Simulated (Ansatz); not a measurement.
SiH5OCl: several calculations on one system

Part 1: Relaxation

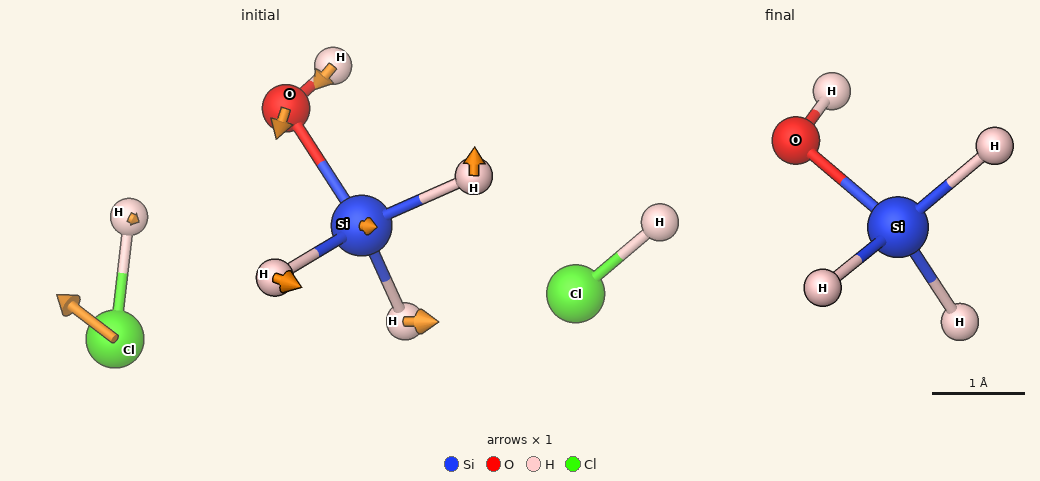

The structure of SiH5OCl before (left) and after (right) a relaxation, at one scale. The orange arrows give the displacements, at their true length.

The picture is a ball-and-stick view, seen at a tilt.

The run prepares an end point of a later path (reaction) calculation, from a guessed geometry.

Computed with RKS revPBE/def2-SVP (Ansatz 0.2.0). Settings: no spin polarisation; force threshold 0.03 eV/Å; at most 50 steps.

### Summarise the run.

After 9 geometry steps the energy has fallen by 3.85 kcal/mol. Largest force component: 0.78 eV/Å at the start, 0.02 eV/Å at the end. The atom that moves furthest after the best rigid fit is the Cl atom (0.93 Å). Largest moves by element: Cl 0.93 Å, H 0.44 Å, O 0.37 Å, Si 0.21 Å. Among the contacts that change: Cl–H 1.340 → 1.319 Å, O–Si 1.693 → 1.710 Å, H–Si 1.513 → 1.506 Å. The run took 12 s on 2 threads of Arm Neoverse V1 (shared host), peak memory 0.14 GiB.

Limits of the set-up: the start holds two separate molecules, 2.2 Å apart at their closest, whose relative position is a soft coordinate and is computed without a dispersion correction.

Part 2: Relaxation

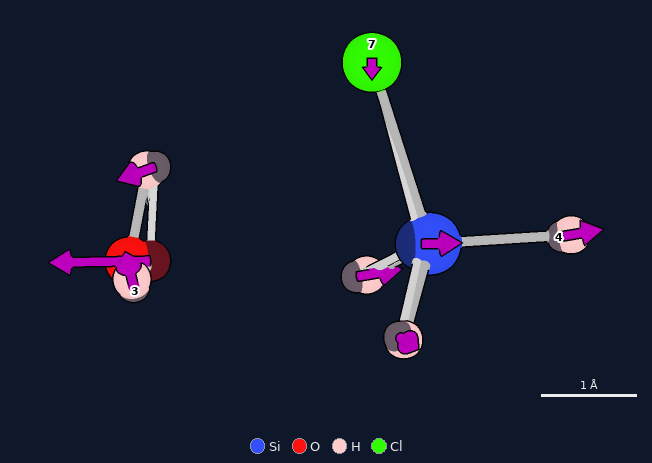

This is a relaxation of SiH₅OCl. The starting structure is drawn faded, the final one solid; purple arrows show the displacements, 5 times their true length. The two geometries are superimposed by the best rigid fit.

The picture is a ball-and-stick view, seen at a tilt.

The run prepares an end point of a later path (reaction) calculation, from a guessed geometry.

Computed with RKS revPBE/def2-SVP (Ansatz 0.2.0). Settings: no spin polarisation; force threshold 0.03 eV/Å; at most 50 steps.

Atoms of which element are displaced furthest, and by how much?

Answer. Oxygen: up to 0.22 Å, against 0.11 Å for hydrogen.

What did the optimiser do to the structure, and how much energy did it gain?

Answer. After 4 accepted moves (6 points after the start) the energy has fallen by 0.65 kcal/mol. Largest force component: 0.48 eV/Å at the start, 0.023 eV/Å at the end. The line search rejected the trial steps at points 1, 4 of the run. The atom that moves furthest after the best rigid fit is the O atom (0.22 Å). By element the largest moves are O 0.22 Å, H 0.11 Å, Si 0.09 Å, Cl 0.05 Å. Among the contacts that change: Cl–Si 2.126 → 2.109 Å, H–O 0.991 → 0.978 Å. The run took 8.2 s on 2 threads of Arm Neoverse V1, with other jobs on the host, peak memory 0.14 GiB.

Limits of the set-up: the start holds two separate molecules, 2.6 Å apart at their closest, whose relative position is a soft coordinate and is computed without a dispersion correction.

Part 3: Path

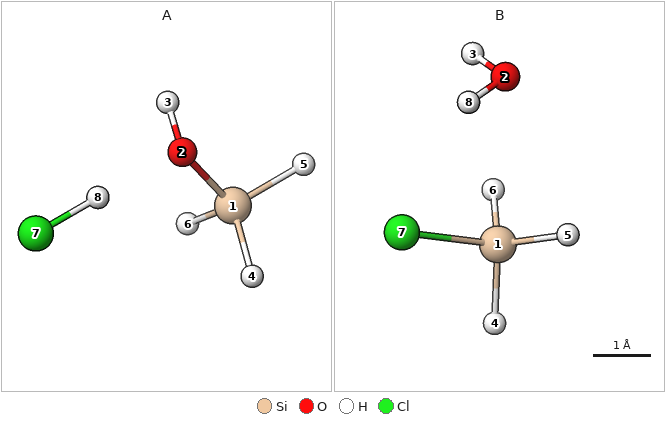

The two relaxed end points of a path for SiH₅OCl. The picture is a ball-and-stick view, seen at a tilt.

All numbers below come from Ansatz, RKS revPBE/def2-SVP.

Settings: 7 movable images; climbing image; force threshold 0.05 eV/Å; iteration limit 60.

Start:
```xyz
8

Si   -0.2331    0.2692   -0.1140
O     0.0231   -0.1259    1.5303
H    -0.7861   -0.2162    2.0661
H     1.1375    0.4249   -0.6933
H    -1.0042    1.5583   -0.2216
H    -0.9920   -0.8140   -0.8328
Cl    1.7786   -2.7301    1.9664
H     1.1103   -1.5968    1.8738
```

End:
```xyz
8

Si    0.4344   -0.1111   -0.4401
O    -0.6785   -0.3532    2.5481
H    -1.1897   -1.1731    2.4080
H     0.9682    0.0111   -1.8397
H     0.4414    1.2315    0.2183
H    -0.9309   -0.7257   -0.4935
Cl    1.7555   -1.4099    0.5687
H     0.2337   -0.7001    2.6051
```

**What barrier does the band find between them, and by what path?**

The energy climbs by 19.2 kcal/mol to image 4 and then falls by 20.2 kcal/mol, so the end point sits at −1.0 kcal/mol. Breaking: Cl7–H8 (1.32 → 1.87 at the top → 2.64 Å), Si1–O2 (1.71 → 1.95 at the top → 3.20 Å). Forming: O2–H8 (1.86 → 1.04 at the top → 0.98 Å), Si1–Cl7 (4.17 → 2.49 at the top → 2.11 Å). The band converged in 26 iterations. The largest component of the band force went from 5.1 to 0.035 eV/Å. The climbing image converged on the top of the path. Its vibrational analysis gives one imaginary mode (188i cm⁻¹), as a transition state must have.

Energies of the converged images:

```csv
image,path (Å),E (kcal/mol)
0,0.00,0.0
1,0.56,0.2
2,1.12,2.2
3,1.67,12.4
4,2.23,19.2
5,3.51,6.8
6,4.80,1.0
7,6.08,0.5
8,7.36,-1.0
```

The geometry at the top of the path:

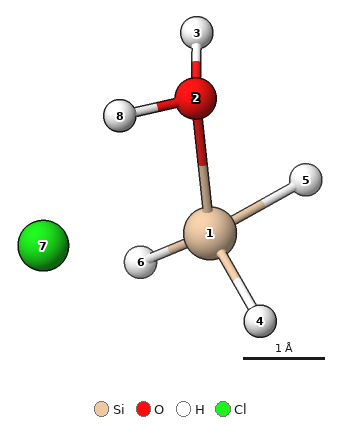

Cost: 2.8 min on 2 threads of Arm Neoverse V1, with other jobs on the host, peak memory 0.16 GiB.
